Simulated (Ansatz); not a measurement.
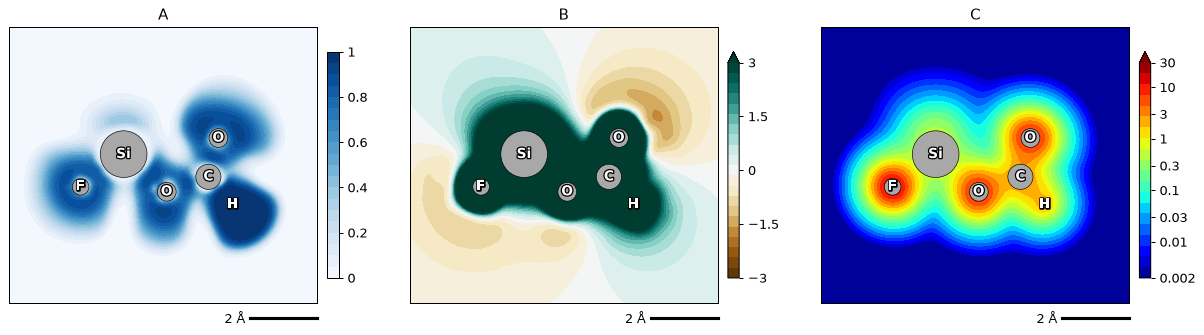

C2H5FO2Si: 3 fields on the plane of atoms F3, Si6 and O4, with unlabelled colour scales. Grey discs cover the atomic cores.

Geometry: PBE0-D3(BJ)/def2-SVP.

The calculation used isolated molecule in a Gaussian basis; Kohn-Sham density functional theory, functional PBE0 (Ansatz 0.2.0).

```xyz
11

C    -0.5776   -0.6221   -0.3657
C    -2.9407    1.8814   -0.4683
F    -2.7202   -1.6764   -1.8972
O    -2.9772    0.8155   -1.2569
O    -2.4932    1.8832    0.6462
Si   -2.3968   -0.6837   -0.6610
H    -0.1913   -1.6169   -0.0968
H    -0.0547   -0.2799   -1.2719
H    -0.3600    0.0781    0.4542
H    -3.2357   -1.1041    0.4838
H    -3.3756    2.7717   -0.9683
```

**Match the panels to the quantities (electron density, electron localisation function and electrostatic potential).**

Panel A: electron localisation function. Panel B: electrostatic potential (strongly positive close to the atoms, with negative regions outside electron-rich atoms). Panel C: electron density. From the grid: C–O (1.20 Å): ρ is about 3.4 e/Å³ halfway; the ELF peaks at about 0.85 between the atoms; a multiple bond. Si–F (1.62 Å): the density is about 1 e/Å³ at the midpoint; the ELF peaks at about 0.85 in the valence shell of F, 0.6 Å from its nucleus, and is about 0.45 at the midpoint.
